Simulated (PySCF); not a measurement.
**C5H13O2P: core-level calculation**

- system: C5H13O2P
- method: delta-SCF UKS SCAN, pcX-2 on the ionised atom, pcseg-1 elsewhere, spin-free X2C (PySCF 2.14.0)

It belongs to a series of runs on one base structure; here: sBu replaced by iBu. Figures and captions count atoms from 1; the log counts them from 0 in places.

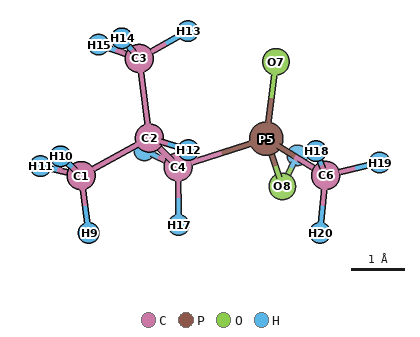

**Figure 1.** The structure as given in the input (ball-and-stick view, seen at a tilt; atoms are numbered from 1 in the order of the input). Bond lengths as drawn: C–C 1.52 to 1.53 Å, C–H 1.10 to 1.11 Å, C–P 1.81 Å, H–O 0.97 Å and O–P 1.49 to 1.64 Å.

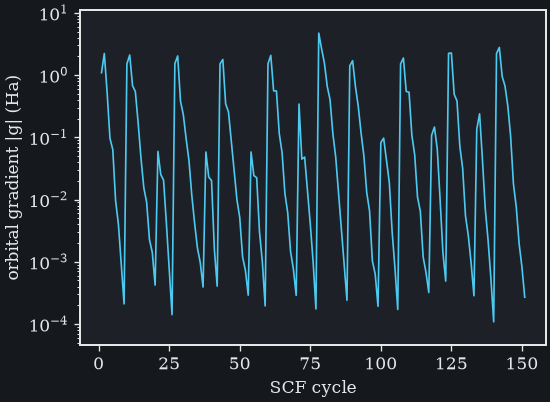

**Figure 2.** Convergence of the self-consistent field: orbital gradient |g| against the SCF cycle. All cycles printed in the log are drawn one after another.

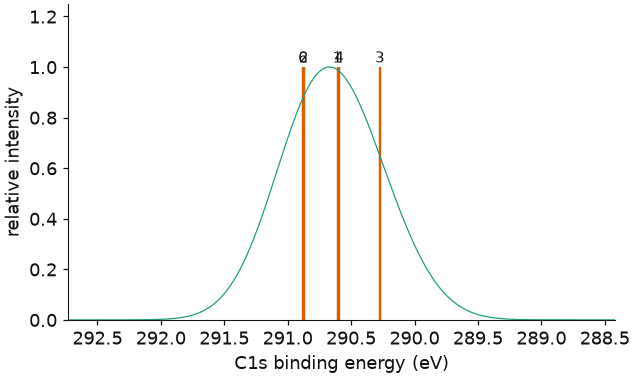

**Figure 3.** C1s binding energies by ΔSCF of the atoms computed, labelled by atom number, with a Gaussian envelope of 0.8 eV full width. They run from 290.27 eV (atom 3) to 290.88 eV (atom 6).

The input and output of the run follow.

### The input
```
{"job": {"kind": "xps"}, "charge": 0, "multiplicity": 1}
C      2.238532    -0.535341    -0.576657
C      1.003348     0.293316    -0.240890
C      1.379664     1.726590     0.122200
C      0.199258    -0.384816     0.874124
P     -1.440230     0.318100     1.198109
C     -2.449287     0.026144    -0.272248
O     -1.469424     1.725522     1.694896
O     -2.055456    -0.747822     2.276636
H      1.971876    -1.558343    -0.886996
H      2.814776    -0.072671    -1.392800
H      2.903993    -0.612312     0.299162
H      0.369330     0.323230    -1.147463
H      0.496941     2.323177     0.393489
H      1.901686     2.217306    -0.713646
H      2.058699     1.734746     0.991124
H      0.741232    -0.325605     1.834225
H      0.048411    -1.456881     0.661217
H     -2.063554     0.618083    -1.114188
H     -3.469274     0.367897    -0.044448
H     -2.473238    -1.038998    -0.542067
H     -2.365057    -0.252760     3.046408
```

The first line tells a small driver script what to run in PySCF; the rest is the geometry in Å.

Launch command:
```bash
OMP_NUM_THREADS=1 python <driver script> task.json out
```

### What the program printed
```
ground state, core basis on atom 0 (C), 212 functions
  cycle   1  E = -690.66963230  |g| = 1.09e+00
  cycle   2  E = -689.85485266  |g| = 2.22e+00
  cycle   3  E = -690.86694856  |g| = 5.17e-01
  cycle   4  E = -690.92491807  |g| = 9.63e-02
  cycle   5  E = -690.92579350  |g| = 6.33e-02
  cycle   6  E = -690.92666895  |g| = 9.53e-03
  cycle   7  E = -690.92668744  |g| = 3.98e-03
  cycle   8  E = -690.92668839  |g| = 9.24e-04
  cycle   9  E = -690.92668852  |g| = 2.10e-04
  E(ground) = -690.97145357 Eh
hole in C 1s of atom 0
  cycle   1  E = -679.68599484  |g| = 1.51e+00
[... 10 cycles left out ...]
  E(ion) = -680.29186085 Eh   <S^2> = 0.7678   hole on atom = 1.000   binding energy = 290.607 eV
ground state, core basis on atom 1 (C), 212 functions
[... 6 cycles left out ...]
  E(ground) = -690.97293773 Eh
hole in C 1s of atom 1
[... 11 cycles left out ...]
  E(ion) = -680.28360225 Eh   <S^2> = 0.7711   hole on atom = 1.000   binding energy = 290.872 eV
ground state, core basis on atom 2 (C), 212 functions
[... 5 cycles left out ...]
  E(ground) = -690.97150162 Eh
hole in C 1s of atom 2
[... 11 cycles left out ...]
  E(ion) = -680.30419679 Eh   <S^2> = 0.7680   hole on atom = 1.000   binding energy = 290.272 eV
ground state, core basis on atom 3 (C), 212 functions
[... 6 cycles left out ...]
  E(ground) = -690.97284426 Eh
hole in C 1s of atom 3
[... 11 cycles left out ...]
  E(ion) = -680.29377236 Eh   <S^2> = 0.7705   hole on atom = 1.000   binding energy = 290.592 eV
ground state, core basis on atom 4 (P), 223 functions
[... 7 cycles left out ...]
  E(ground) = -691.08501300 Eh
hole in P 1s of atom 4
[... 11 cycles left out ...]
  E(ion) = -611.98172279 Eh   <S^2> = 0.7516   hole on atom = 1.000   binding energy = 2152.510 eV
hole in P 2p of atom 4
[... 11 cycles left out ...]
  E(ion) = -685.98538620 Eh   <S^2> = 0.7530   hole on atom = 1.002   binding energy = 138.768 eV
  2p3/2 = 138.409 eV   2p1/2 = 139.300 eV
ground state, core basis on atom 5 (C), 212 functions
[... 7 cycles left out ...]
  E(ground) = -690.97224733 Eh
hole in C 1s of atom 5
[... 11 cycles left out ...]
  E(ion) = -680.28267172 Eh   <S^2> = 0.7675   hole on atom = 1.000   binding energy = 290.878 eV
ground state, core basis on atom 6 (O), 212 functions
[... 6 cycles left out ...]
  E(ground) = -691.00081223 Eh
hole in O 1s of atom 6
[... 10 cycles left out ...]
  E(ion) = -671.29655798 Eh   <S^2> = 0.7636   hole on atom = 1.000   binding energy = 536.180 eV
ground state, core basis on atom 7 (O), 212 functions
[... 7 cycles left out ...]
  E(ground) = -691.00187234 Eh
hole in O 1s of atom 7
[... 1 cycle left out ...]
  cycle   2  E = -667.56131211  |g| = 2.78e+00
  cycle   3  E = -670.69443695  |g| = 9.53e-01
  cycle   4  E = -670.96755915  |g| = 6.69e-01
  cycle   5  E = -671.10538507  |g| = 3.19e-01
  cycle   6  E = -671.14540657  |g| = 1.04e-01
  cycle   7  E = -671.15050298  |g| = 1.78e-02
  cycle   8  E = -671.15064102  |g| = 7.58e-03
  cycle   9  E = -671.15066995  |g| = 1.97e-03
  cycle  10  E = -671.15067263  |g| = 8.29e-04
  cycle  11  E = -671.15067272  |g| = 2.69e-04
  E(ion) = -671.19291630 Eh   <S^2> = 0.7625   hole on atom = 1.000   binding energy = 539.029 eV
```

### Summary

- outcome: converged
- hardware: 1 CPU thread, shared host
- wall time: 2.8 min
- peak memory: 0.65 GiB
